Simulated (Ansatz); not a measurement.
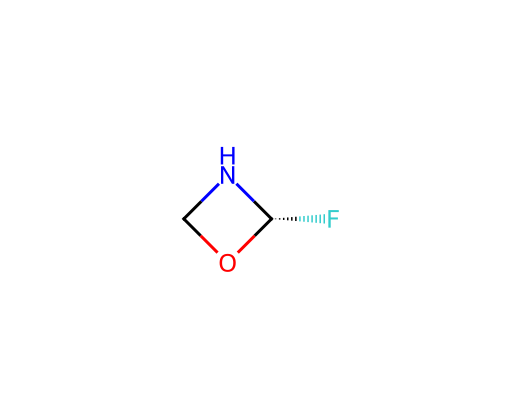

Skeletal drawing of a molecule.

> Give its SMILES.

F[C@H]1NCO1

> What is the molecular formula?

C2H4FNO.

> An optimisation with PBE0-D4/def2-TZVP gave a structure of which point group?

C1.

The parts below concern this one geometry. Atoms keep their numbers from picture to picture. The geometry was computed by an optimisation with PBE0-D4/def2-TZVP.

### Levels of theory compared

Program: Ansatz 0.2.0.

At this fixed geometry, give HOMO energy (eV), dipole (D), HOMO–LUMO gap (eV) at these levels: B3LYP-D4/def2-TZVPP; PBE-D4/def2-TZVPP; r2SCAN-D4/def2-TZVPP; ωB97M-V/def2-TZVPP.

```csv
level,HOMO energy (eV),dipole (D),HOMO–LUMO gap (eV)
B3LYP-D4/def2-TZVPP,−7.50,3.31,8.00
PBE-D4/def2-TZVPP,−6.21,3.13,6.24
r2SCAN-D4/def2-TZVPP,−6.50,3.23,7.26
ωB97M-V/def2-TZVPP,−10.09,3.32,12.40
```

### Charges

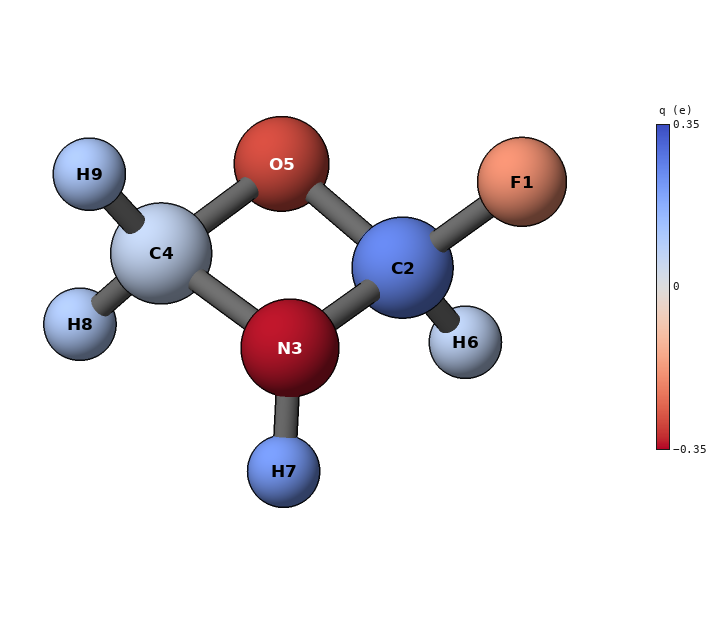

Atoms are coloured by their Mulliken charges. Method: RKS PBE0-D4/def2-TZVP (Ansatz 0.2.0).

Give the Mulliken charges atom by atom.

```csv
atom,value (e)
F1,−0.19
C2,0.25
N3,−0.34
C4,0.06
O5,−0.29
H6,0.07
H7,0.21
H8,0.10
H9,0.11
```

### Thermal motion

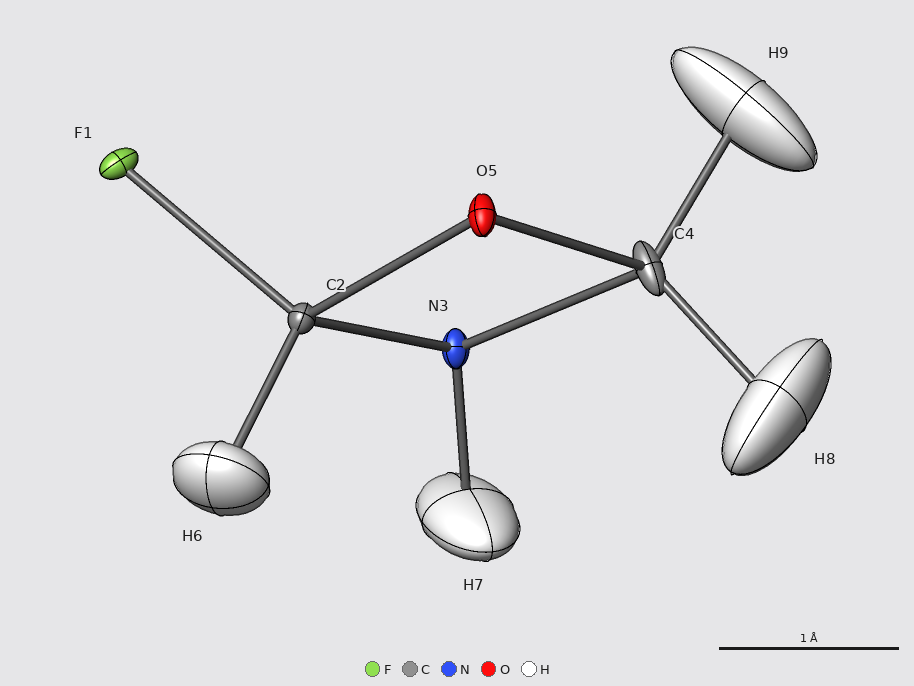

Displacement ellipsoids at the 50 % level, enlarged 1.5 times, from the internal vibrations of the free molecule (harmonic, no overall translation or rotation; no half-axis is drawn under 0.075 Å). Vibrations computed with RKS PBE0-D4/def2-TZVP (Ansatz 0.2.0). Temperature: 298 K.

> Which atom moves most?

H9, with U_eq = 0.0225 Å².

> Does H9 move more along its bond or across it?

Across it: the root-mean-square amplitude is 0.090 Å along the bond and up to 0.219 Å across, since bending and torsion are softer than stretching.

Give the displacement parameters, one line for each set of equivalent atoms.

```
atom  U_eq (Å²)   rms amplitudes (Å)
  F1     0.0014  0.028, 0.030, 0.052
  C2     0.0013  0.032, 0.035, 0.040
  N3     0.0015  0.031, 0.036, 0.049
  C4     0.0025  0.029, 0.033, 0.074
  O5     0.0017  0.028, 0.034, 0.057
  H6     0.0117  0.080, 0.118, 0.121
  H7     0.0175  0.076, 0.116, 0.183
  H8     0.0210  0.084, 0.119, 0.205
  H9     0.0225  0.080, 0.114, 0.219
```

Mulliken values depend strongly on the basis set and can even reverse the polarity of a bond.
